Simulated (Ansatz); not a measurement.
# Run report: AlGeH$_{5}$ClO$_{2}$F, geometry relaxation (part 3 of 3)

The same run, continued: AlGeH$_{5}$ClO$_{2}$F; RKS B3LYP/def2-SVP (Ansatz 0.2.0). The run did not end well. The input holds or restrains some coordinates. Forces given for the steps count only the free coordinates. It belongs to a series of runs on one base structure; here: pulled along the bonds that form and break, towards end B.

Geometry of the input (Å):
```
Ge 0.0000  0.0000  0.0000
F  0.0000  0.0000  2.0300
Cl 2.0935  0.0000  -0.7393
H  -0.7300  1.2648  -0.5162
O  -0.8337  -1.4443  -0.5894
H  -1.2883  -1.9100  0.1830
O  1.0804  -1.6406  0.6527
Al 0.4764  -3.3147  0.6824
H  1.0732  -4.3766  -0.2922
H  -0.6497  -3.7201  1.6830
H  0.6544  -0.9938  1.7453
```

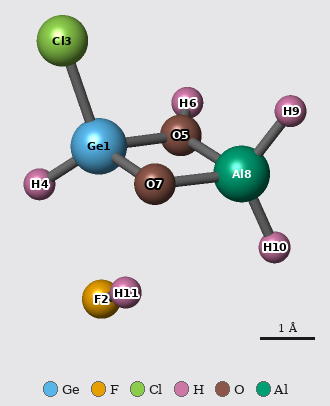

*The geometry at step 24 of the log (ball-and-stick view, seen at a tilt; atoms are numbered from 1 in the order of the input).*

### Trajectory as extended XYZ, continued
```
11
Properties=species:S:1:pos:R:3:forces:R:3 step=22 energy=-82517.88497 accepted=F
Ge    0.4836   -0.3996   -0.1334    0.2880  -0.2995   0.0519
F    -0.1750   -0.0101    2.6521    0.5265  -0.8372   0.2407
Cl    1.5314    0.0438   -1.9730   -0.0439  -0.0211   0.0108
H    -0.2115    0.8677    0.3440    0.0332  -0.0267  -0.0231
O    -0.7463   -1.7775   -0.4878   -0.1057   0.0600  -0.0862
H    -1.3777   -1.8284   -1.2224    0.1315   0.0058   0.1108
O     1.3176   -1.5714    0.8702   -0.4351   0.3914   0.0414
Al    0.3025   -3.0689    0.6004    0.0522  -0.0341  -0.0755
H     0.9051   -4.1534   -0.3878   -0.0194  -0.0001   0.0158
H    -0.5691   -3.4831    1.8614    0.0243   0.0301   0.0172
H     0.4157   -0.7543    2.7157   -0.4516   0.7314  -0.3038
11
Properties=species:S:1:pos:R:3:forces:R:3 step=24 energy=-82517.91227
Ge    0.5016   -0.3907   -0.1366    0.2525  -0.3491   0.0415
F    -0.2857   -0.1395    2.6328   -0.1276   0.0628   0.1624
Cl    1.5045    0.0172   -2.0103   -0.0277  -0.0128   0.0255
H    -0.1547    0.8961    0.3454    0.0379  -0.0252  -0.0025
O    -0.7456   -1.7558   -0.4683   -0.1069   0.0640  -0.0785
H    -1.3612   -1.8109   -1.2157    0.1245   0.0009   0.1060
O     1.3336   -1.5607    0.8708   -0.3354   0.4473  -0.0284
Al    0.3108   -3.0538    0.6095   -0.0242  -0.0407   0.0265
H     0.8727   -4.1509   -0.3878    0.0058   0.0145  -0.0014
H    -0.5312   -3.4572    1.8952    0.0297   0.0091  -0.0205
H     0.4316   -0.7291    2.7041    0.1715  -0.1708  -0.2308
11
Properties=species:S:1:pos:R:3:forces:R:3 step=25 energy=-82517.91747
Ge    0.5335   -0.3815   -0.1509    0.2505  -0.2643   0.1743
F    -0.3800   -0.2139    2.5873   -0.2955   0.1851   0.1264
Cl    1.4590   -0.0498   -2.0819   -0.0403  -0.0403   0.0610
H    -0.0341    0.9466    0.3380    0.0243  -0.0551  -0.0218
O    -0.7712   -1.7114   -0.4024    0.0905   0.0546   0.0665
H    -1.3461   -1.7830   -1.1751   -0.0286  -0.0265  -0.0765
O     1.3614   -1.5402    0.8733   -0.3550   0.3727  -0.1401
Al    0.3253   -3.0278    0.6269    0.0419  -0.0201   0.0066
H     0.8637   -4.1036   -0.4085   -0.0377   0.0179   0.0078
H    -0.4519   -3.4521    1.9449    0.0062   0.0130  -0.0193
H     0.3167   -0.8186    2.6875    0.3439  -0.2370  -0.1850
```
